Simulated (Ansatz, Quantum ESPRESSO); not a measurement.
# CaBe3 (Pm-3m): zone-centre phonons

Wanted: the vibrations of CaBe3 (Pm-3m) at Γ, by two programs.

Calculated with Quantum ESPRESSO 7.5; DFT PBEsol, scalar-relativistic, plane waves, PseudoDojo norm-conserving pseudopotentials.

The structure was built from a prototype and need not be the compound's stable phase.

### 1. Set-up

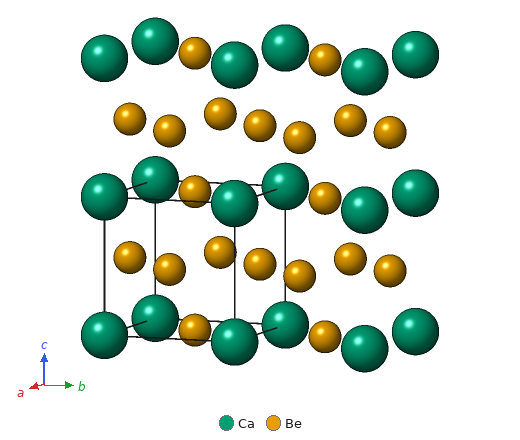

The starting structure, seen slightly off an axis (calcium teal, beryllium orange). 1×2×2 cells are drawn. Some periodic images of atoms are drawn too.

### 2. A probe with smearing

A cheap run with smearing and empty bands tells whether the crystal has a gap, which decides between fixed occupations and smearing later on.

Contents of probe.in:

```
&CONTROL
  calculation = 'scf'
  prefix      = 'x'
  outdir      = './tmp'
  pseudo_dir  = './pseudo'
  tprnfor     = .true.
  tstress     = .true.
  verbosity   = 'high'
/
&SYSTEM
  ibrav       = 0
  nat         = 4
  ntyp        = 2
  ecutwfc     = 76.0
  occupations = 'smearing'
  smearing    = 'gaussian'
  degauss     = 0.01
/
&ELECTRONS
  conv_thr         = 1.0d-07
  mixing_beta      = 0.7
  electron_maxstep = 100
/
ATOMIC_SPECIES
 Ca     40.0780  Ca.upf
 Be      9.0122  Be.upf
CELL_PARAMETERS angstrom
     3.986621970    0.000000000    0.000000000
     0.000000000    3.986621970    0.000000000
     0.000000000    0.000000000    3.986621970
ATOMIC_POSITIONS crystal
 Ca     0.000000000   0.000000000   0.000000000
 Be     0.000000000   0.500000000   0.500000000
 Be     0.500000000   0.000000000   0.500000000
 Be     0.500000000   0.500000000   0.000000000
K_POINTS automatic
 4 4 4 0 0 0
```

Launch:

```console
$ OMP_NUM_THREADS=1 mpirun -n 4 pw.x -nk 4 -in probe.in > probe.out
```

Log:

```text
[banners, grids, parts of the stress and lines that vanish by symmetry left out]
Program PWSCF v.7.5
     Message from routine setup:
     using ibrav=0 with symmetry is DISCOURAGED, use correct ibrav instead
[...]
kinetic-energy cutoff     =      76.0000  Ry
     charge density cutoff     =     304.0000  Ry
     scf convergence threshold =      1.0E-07
[...]
Exchange-correlation= PBESOL
                           (   1   4  10   8   0   0   0)
[...]
48 Sym. Ops., with inversion, found
[...]
(     0          1          0      )
                  (     0          0          1      )
[...]
(  0.0000000  1.0000000  0.0000000 )
                  (  0.0000000  0.0000000  1.0000000 )
[...]
(     0         -1          0      )
                  (     0          0          1      )
[...]
( -1.0000000  0.0000000  0.0000000 )
                  (  0.0000000  1.0000000  0.0000000 )
[...]
number of k points=    10  Gaussian smearing, width (Ry)=  0.0100
[...]
c_bands:  1 eigenvalues not converged
[...]
End of self-consistent calculation
[...]
the Fermi energy is     6.0938 ev
!    total energy              =    -160.34787401 Ry
[...]
convergence has been achieved in   6 iterations
[...]
atom    1 type  1   force =     0.00000000    0.00000000    0.00000000
     atom    2 type  2   force =     0.00000000    0.00000000    0.00000000
     atom    3 type  2   force =     0.00000000    0.00000000    0.00000000
     atom    4 type  2   force =     0.00000000    0.00000000    0.00000000
[...]
Total force =     0.000000     Total SCF correction =     0.000000
[...]
total   stress  (Ry/bohr**3)                   (kbar)     P=      -22.81
[...]
XML data file, charge density, pseudopotentials, collected wavefunctions

   JOB DONE.
```

Wall time 3.6 s (4 MPI ranks of Arm Neoverse V2, shared host).

This step gave:

```yaml
volume_per_atom: 15.84 Å³
pressure: -2.281 GPa
gap_on_the_k_mesh: 0 eV
```

No gap opens on this mesh, so smearing is kept; the start stands at -2.3 GPa.

### 3. Relaxation

The harmonic expansion starts where the forces on the atoms vanish, and stress shifts the frequencies, so cell and atoms are relaxed with tight thresholds.

Contents of relax.in:

```
&CONTROL
  calculation   = 'vc-relax'
  prefix        = 'x'
  outdir        = './tmp'
  pseudo_dir    = './pseudo'
  tprnfor       = .true.
  tstress       = .true.
  forc_conv_thr = 2.0d-05
  etot_conv_thr = 1.0d-07
  nstep         = 40
/
&SYSTEM
  ibrav       = 0
  nat         = 4
  ntyp        = 2
  ecutwfc     = 76.0
  occupations = 'smearing'
  smearing    = 'mv'
  degauss     = 0.02
/
&ELECTRONS
  conv_thr         = 1.0d-11
  mixing_beta      = 0.7
  electron_maxstep = 100
/
&IONS
/
&CELL
  press_conv_thr = 0.2
/
ATOMIC_SPECIES
 Ca     40.0780  Ca.upf
 Be      9.0122  Be.upf
CELL_PARAMETERS angstrom
     3.986621970    0.000000000    0.000000000
     0.000000000    3.986621970    0.000000000
     0.000000000    0.000000000    3.986621970
ATOMIC_POSITIONS crystal
 Ca     0.000000000   0.000000000   0.000000000
 Be     0.000000000   0.500000000   0.500000000
 Be     0.500000000   0.000000000   0.500000000
 Be     0.500000000   0.500000000   0.000000000
K_POINTS automatic
 8 8 8 0 0 0
```

Launch:

```console
$ OMP_NUM_THREADS=1 mpirun -n 4 pw.x -nk 4 -in relax.in > relax.out
```

Log:

```text
[banners, grids, parts of the stress and lines that vanish by symmetry left out]
[banner, memory and clock lines left out]
Program PWSCF v.7.5

[...]
kinetic-energy cutoff     =      76.0000  Ry
     charge density cutoff     =     304.0000  Ry
     scf convergence threshold =      1.0E-11
[...]
energy convergence thresh.=      1.0E-07
     force convergence thresh. =      2.0E-05
     press convergence thresh. =      2.0E-01
     Exchange-correlation= PBESOL
                           (   1   4  10   8   0   0   0)
[...]
48 Sym. Ops., with inversion, found
[...]
number of k points=    35  Marzari-Vanderbilt smearing, width (Ry)=  0.0200
[...]
End of self-consistent calculation
[...]
the Fermi energy is     5.8463 ev
!    total energy              =    -160.34958779 Ry
[...]
convergence has been achieved in   9 iterations
[...]
atom    1 type  1   force =     0.00000000    0.00000000    0.00000000
     atom    2 type  2   force =     0.00000000    0.00000000    0.00000000
     atom    3 type  2   force =     0.00000000    0.00000000    0.00000000
     atom    4 type  2   force =     0.00000000    0.00000000    0.00000000
     Total force =     0.000000     Total SCF correction =     0.000000
[...]
total   stress  (Ry/bohr**3)                   (kbar)     P=      -22.39
[...]
number of bfgs steps    =   0
[...]
CELL_PARAMETERS (angstrom)
[...]
ATOMIC_POSITIONS (crystal)
Ca               0.0000000000        0.0000000000        0.0000000000
Be               0.0000000000        0.5000000000        0.5000000000
Be               0.5000000000        0.0000000000        0.5000000000
Be               0.5000000000        0.5000000000        0.0000000000
[...]
New effective cutoffs (rho, wfc):  306.30   76.57
[...]
End of self-consistent calculation
[...]
the Fermi energy is     5.9357 ev
!    total energy              =    -160.35021270 Ry
[...]
convergence has been achieved in   6 iterations
[...]
atom    1 type  1   force =     0.00000000    0.00000000    0.00000000
     atom    2 type  2   force =     0.00000000    0.00000000    0.00000000
     atom    3 type  2   force =     0.00000000    0.00000000    0.00000000
     atom    4 type  2   force =     0.00000000    0.00000000    0.00000000
     Total force =     0.000000     Total SCF correction =     0.000000
[...]
total   stress  (Ry/bohr**3)                   (kbar)     P=      -15.38
[...]
number of bfgs steps    =   1
[...]
CELL_PARAMETERS (angstrom)
[...]
ATOMIC_POSITIONS (crystal)
[...]
New effective cutoffs (rho, wfc):  309.84   77.46
[...]
End of self-consistent calculation
[...]
the Fermi energy is     6.0720 ev
!    total energy              =    -160.35070137 Ry
[...]
convergence has been achieved in   7 iterations
[...]
atom    1 type  1   force =     0.00000000    0.00000000    0.00000000
     atom    2 type  2   force =     0.00000000    0.00000000    0.00000000
     atom    3 type  2   force =     0.00000000    0.00000000    0.00000000
     atom    4 type  2   force =     0.00000000    0.00000000    0.00000000
     Total force =     0.000000     Total SCF correction =     0.000000
[...]
total   stress  (Ry/bohr**3)                   (kbar)     P=       -4.41
[...]
number of bfgs steps    =   2
[...]
CELL_PARAMETERS (angstrom)
[...]
ATOMIC_POSITIONS (crystal)
[...]
New effective cutoffs (rho, wfc):  311.26   77.81
[...]
End of self-consistent calculation
[...]
the Fermi energy is     6.1266 ev
!    total energy              =    -160.35074318 Ry
[...]
convergence has been achieved in   6 iterations
[...]
atom    1 type  1   force =     0.00000000    0.00000000    0.00000000
     atom    2 type  2   force =     0.00000000    0.00000000    0.00000000
     atom    3 type  2   force =     0.00000000    0.00000000    0.00000000
     atom    4 type  2   force =     0.00000000    0.00000000    0.00000000
     Total force =     0.000000     Total SCF correction =     0.000000
[...]
total   stress  (Ry/bohr**3)                   (kbar)     P=        0.09
[...]
number of bfgs steps    =   3
[...]
CELL_PARAMETERS (angstrom)
[...]
ATOMIC_POSITIONS (crystal)
[...]
New effective cutoffs (rho, wfc):  311.23   77.81
[...]
End of self-consistent calculation
[...]
the Fermi energy is     6.1255 ev
!    total energy              =    -160.35074320 Ry
[...]
convergence has been achieved in   4 iterations
[...]
atom    1 type  1   force =     0.00000000    0.00000000    0.00000000
     atom    2 type  2   force =     0.00000000    0.00000000    0.00000000
     atom    3 type  2   force =     0.00000000    0.00000000    0.00000000
     atom    4 type  2   force =     0.00000000    0.00000000    0.00000000
     Total force =     0.000000     Total SCF correction =     0.000000
[...]
total   stress  (Ry/bohr**3)                   (kbar)     P=       -0.00
[...]
bfgs converged in   5 scf cycles and   4 bfgs steps
[...]
End of BFGS Geometry Optimization
     Final enthalpy           =    -160.3507431956 Ry
     File ./tmp/x.bfgs deleted, as requested
[...]
CELL_PARAMETERS (angstrom)
[...]
ATOMIC_POSITIONS (crystal)
[...]
Be               0.5000000000        0.0000000000        0.5000000000
Be               0.5000000000        0.5000000000        0.0000000000
[...]
Final scf calculation at the relaxed structure.
[...]
kinetic-energy cutoff     =      76.0000  Ry
     charge density cutoff     =     304.0000  Ry
     scf convergence threshold =      1.0E-13
[...]
press convergence thresh. =      2.0E-01
     Exchange-correlation= PBESOL
                           (   1   4  10   8   0   0   0)
[...]
48 Sym. Ops., with inversion, found
[...]
number of k points=    35  Marzari-Vanderbilt smearing, width (Ry)=  0.0200
[...]
c_bands:  1 eigenvalues not converged
     c_bands:  1 eigenvalues not converged
     c_bands:  1 eigenvalues not converged
     c_bands:  2 eigenvalues not converged
     c_bands:  2 eigenvalues not converged
     c_bands:  2 eigenvalues not converged
     c_bands:  4 eigenvalues not converged
     c_bands:  1 eigenvalues not converged
[...]
End of self-consistent calculation
[...]
the Fermi energy is     6.1256 ev
!    total energy              =    -160.35018749 Ry
[...]
convergence has been achieved in  11 iterations
[...]
atom    1 type  1   force =     0.00000000    0.00000000    0.00000000
     atom    2 type  2   force =     0.00000000    0.00000000    0.00000000
     atom    3 type  2   force =     0.00000000    0.00000000    0.00000000
     atom    4 type  2   force =     0.00000000    0.00000000    0.00000000
     Total force =     0.000000     Total SCF correction =     0.000000
[...]
total   stress  (Ry/bohr**3)                   (kbar)     P=       -2.31
[...]
XML data file, charge density, pseudopotentials, collected wavefunctions
```

It took 48 s on 4 MPI ranks.

Relaxation path:

```tsv
step	energy less that of the first step (eV)	largest force (eV/Å)	pressure (GPa)	volume (Å³)
1	0.0000	0.0000	-2.24	63.36
2	-0.0085	0.0000	-1.54	62.64
3	-0.0152	0.0000	-0.44	61.57
4	-0.0157	0.0000	0.01	61.15
5	-0.0157	0.0000	0.00	61.16
6	-0.0082	0.0000	-0.23	61.16
```

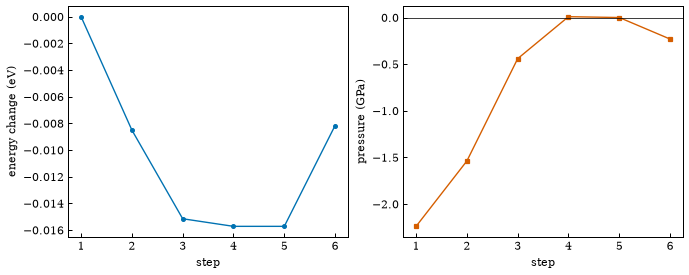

Energy and pressure along the relaxation.

```tsv
conventional cell, symmetrised	before	after	change
a (Å)	3.987	3.940	-1.2 %
b (Å)	3.987	3.940	-1.2 %
c (Å)	3.987	3.940	-1.2 %
volume (Å³/atom)	15.84	15.29	-3.5 %
```

Final coordinates:

```
CELL_PARAMETERS angstrom
3.93988 0.00000 0.00000
0.00000 3.93988 0.00000
0.00000 0.00000 3.93988
ATOMIC_POSITIONS crystal
Ca 0.00000 0.00000 0.00000
Be 0.00000 0.50000 0.50000
Be 0.50000 0.00000 0.50000
Be 0.50000 0.50000 0.00000
```

The last row of the table of steps is pw.x's closing run on a basis chosen anew for the final cell, so its energy can jump.

This step gave:

| Quantity | Value |
| --- | --- |
| volume per atom | 15.29 Å³ |
| pressure | -0.231 GPa |

The volume changes by -3.5 % from the cell with which this run began.

### 4. Relaxation

A variable-cell run keeps the plane waves of its start, so its end shows a stress on a fresh basis; a second run from that cell removes it.

relax.in: that of step 3 with these lines changed.

```diff
@@ -34,5 +34,5 @@
 CELL_PARAMETERS angstrom
-     3.986621970    0.000000000    0.000000000
-     0.000000000    3.986621970    0.000000000
-     0.000000000    0.000000000    3.986621970
+     3.939878676    0.000000000    0.000000000
+     0.000000000    3.939878676    0.000000000
+     0.000000000    0.000000000    3.939878676
 ATOMIC_POSITIONS crystal
```

Log:

```text
[banners, grids, parts of the stress and lines that vanish by symmetry left out]
[banner, memory and clock lines left out]
Program PWSCF v.7.5

[...]
kinetic-energy cutoff     =      76.0000  Ry
     charge density cutoff     =     304.0000  Ry
     scf convergence threshold =      1.0E-11
[...]
energy convergence thresh.=      1.0E-07
     force convergence thresh. =      2.0E-05
     press convergence thresh. =      2.0E-01
     Exchange-correlation= PBESOL
                           (   1   4  10   8   0   0   0)
[...]
48 Sym. Ops., with inversion, found
[...]
number of k points=    35  Marzari-Vanderbilt smearing, width (Ry)=  0.0200
[...]
End of self-consistent calculation
[...]
the Fermi energy is     6.1256 ev
!    total energy              =    -160.35018749 Ry
[...]
convergence has been achieved in   9 iterations
[...]
atom    1 type  1   force =     0.00000000    0.00000000    0.00000000
     atom    2 type  2   force =     0.00000000    0.00000000    0.00000000
     atom    3 type  2   force =     0.00000000    0.00000000    0.00000000
     atom    4 type  2   force =     0.00000000    0.00000000    0.00000000
     Total force =     0.000000     Total SCF correction =     0.000000
[...]
total   stress  (Ry/bohr**3)                   (kbar)     P=       -2.31
[...]
number of bfgs steps    =   0
[...]
CELL_PARAMETERS (angstrom)
[...]
ATOMIC_POSITIONS (crystal)
Ca               0.0000000000        0.0000000000        0.0000000000
Be               0.0000000000        0.5000000000        0.5000000000
Be               0.5000000000        0.0000000000        0.5000000000
Be               0.5000000000        0.5000000000        0.0000000000
[...]
New effective cutoffs (rho, wfc):  303.63   76.05
[...]
End of self-consistent calculation
[...]
the Fermi energy is     6.1350 ev
!    total energy              =    -160.35019381 Ry
[...]
convergence has been achieved in   4 iterations
[...]
atom    1 type  1   force =     0.00000000    0.00000000    0.00000000
     atom    2 type  2   force =     0.00000000    0.00000000    0.00000000
     atom    3 type  2   force =     0.00000000    0.00000000    0.00000000
     atom    4 type  2   force =     0.00000000    0.00000000    0.00000000
     Total force =     0.000000     Total SCF correction =     0.000000
[...]
total   stress  (Ry/bohr**3)                   (kbar)     P=       -1.51
[...]
number of bfgs steps    =   1
[...]
CELL_PARAMETERS (angstrom)
[...]
ATOMIC_POSITIONS (crystal)
[...]
New effective cutoffs (rho, wfc):  303.99   76.14
[...]
End of self-consistent calculation
[...]
the Fermi energy is     6.1492 ev
!    total energy              =    -160.35019828 Ry
[...]
convergence has been achieved in   6 iterations
[...]
atom    1 type  1   force =     0.00000000    0.00000000    0.00000000
     atom    2 type  2   force =     0.00000000    0.00000000    0.00000000
     atom    3 type  2   force =     0.00000000    0.00000000    0.00000000
     atom    4 type  2   force =     0.00000000    0.00000000    0.00000000
     Total force =     0.000000     Total SCF correction =     0.000000
[...]
total   stress  (Ry/bohr**3)                   (kbar)     P=       -0.29
[...]
number of bfgs steps    =   2
[...]
CELL_PARAMETERS (angstrom)
[...]
ATOMIC_POSITIONS (crystal)
[...]
New effective cutoffs (rho, wfc):  304.08   76.16
[...]
End of self-consistent calculation
[...]
the Fermi energy is     6.1526 ev
!    total energy              =    -160.35019845 Ry
[...]
convergence has been achieved in   5 iterations
[...]
atom    1 type  1   force =     0.00000000    0.00000000    0.00000000
     atom    2 type  2   force =     0.00000000    0.00000000    0.00000000
     atom    3 type  2   force =     0.00000000    0.00000000    0.00000000
     atom    4 type  2   force =     0.00000000    0.00000000    0.00000000
     Total force =     0.000000     Total SCF correction =     0.000000
[...]
total   stress  (Ry/bohr**3)                   (kbar)     P=        0.00
[...]
number of bfgs steps    =   3
[...]
small trust_radius: resetting bfgs history
[...]
CELL_PARAMETERS (angstrom)
[...]
ATOMIC_POSITIONS (crystal)
[...]
New effective cutoffs (rho, wfc):  304.08   76.16
[...]
End of self-consistent calculation
[...]
the Fermi energy is     6.1526 ev
!    total energy              =    -160.35019845 Ry
[...]
convergence has been achieved in   1 iterations
[...]
atom    1 type  1   force =     0.00000000    0.00000000    0.00000000
     atom    2 type  2   force =     0.00000000    0.00000000    0.00000000
     atom    3 type  2   force =     0.00000000    0.00000000    0.00000000
     atom    4 type  2   force =     0.00000000    0.00000000    0.00000000
     Total force =     0.000000     Total SCF correction =     0.000000
[...]
total   stress  (Ry/bohr**3)                   (kbar)     P=        0.00
[...]
bfgs converged in   5 scf cycles and   4 bfgs steps
[...]
End of BFGS Geometry Optimization
     Final enthalpy           =    -160.3501984518 Ry
     File ./tmp/x.bfgs deleted, as requested
[...]
CELL_PARAMETERS (angstrom)
[...]
ATOMIC_POSITIONS (crystal)
[...]
Be               0.5000000000        0.0000000000        0.5000000000
Be               0.5000000000        0.5000000000        0.0000000000
[...]
Final scf calculation at the relaxed structure.
[...]
kinetic-energy cutoff     =      76.0000  Ry
     charge density cutoff     =     304.0000  Ry
     scf convergence threshold =      1.0E-13
[...]
press convergence thresh. =      2.0E-01
     Exchange-correlation= PBESOL
                           (   1   4  10   8   0   0   0)
[...]
48 Sym. Ops., with inversion, found
[...]
number of k points=    35  Marzari-Vanderbilt smearing, width (Ry)=  0.0200
[...]
c_bands:  1 eigenvalues not converged
     c_bands:  1 eigenvalues not converged
     c_bands:  1 eigenvalues not converged
     c_bands:  2 eigenvalues not converged
     c_bands:  2 eigenvalues not converged
     c_bands:  2 eigenvalues not converged
     c_bands:  4 eigenvalues not converged
     c_bands:  2 eigenvalues not converged
[...]
End of self-consistent calculation
[...]
the Fermi energy is     6.1526 ev
!    total energy              =    -160.35013924 Ry
[...]
convergence has been achieved in  10 iterations
[...]
atom    1 type  1   force =     0.00000000    0.00000000    0.00000000
     atom    2 type  2   force =     0.00000000    0.00000000    0.00000000
     atom    3 type  2   force =     0.00000000    0.00000000    0.00000000
     atom    4 type  2   force =     0.00000000    0.00000000    0.00000000
     Total force =     0.000000     Total SCF correction =     0.000000
[...]
total   stress  (Ry/bohr**3)                   (kbar)     P=       -0.24
[...]
XML data file, charge density, pseudopotentials, collected wavefunctions
```

It took 41 s on 4 MPI ranks; 2.7 min of CPU time.

The steps of the relaxation:

```tsv
step	energy less that of the first step (eV)	largest force (eV/Å)	pressure (GPa)	volume (Å³)
1	0.0000	0.0000	-0.23	61.16
2	-0.0001	0.0000	-0.15	61.09
3	-0.0001	0.0000	-0.03	60.98
4	-0.0001	0.0000	0.00	60.95
5	-0.0001	0.0000	0.00	60.95
6	0.0007	0.0000	-0.02	60.95
```

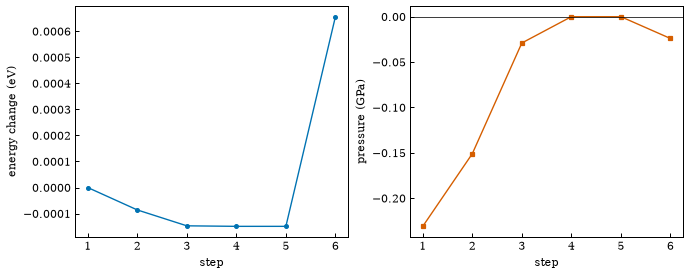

Energy and pressure along the relaxation.

```tsv
conventional cell, symmetrised	before	after	change
a (Å)	3.940	3.935	-0.1 %
b (Å)	3.940	3.935	-0.1 %
c (Å)	3.940	3.935	-0.1 %
volume (Å³/atom)	15.29	15.24	-0.3 %
```

The relaxed structure:

```xyz
4
Lattice="3.9354 0.0000 0.0000 0.0000 3.9354 0.0000 0.0000 0.0000 3.9354" Properties=species:S:1:pos:R:3 pbc="T T T"
Ca    0.0000    0.0000    0.0000
Be    0.0000    1.9677    1.9677
Be    1.9677    0.0000    1.9677
Be    1.9677    1.9677    0.0000
```

The last row of the table of steps is pw.x's closing run on a basis chosen anew for the final cell, so its energy can jump.

Read from the output:

```yaml
volume_per_atom: 15.24 Å³
pressure: -0.02400 GPa
```

The volume changes by -0.3 % from the cell with which this run began.

(Continued in part 2 of 3.)

[Host names and launcher messages were left out of these logs when they were recorded.]

[Logs are printed without paths, hosts, clocks, repeated set-up lines and the standing remarks that a program may print on its own settings, such as how far it seeks lower states.]

[Hosts, paths, dates, database ids (printed as entryN), source tags and the programs' standing remarks are cut or masked in the printed files.]
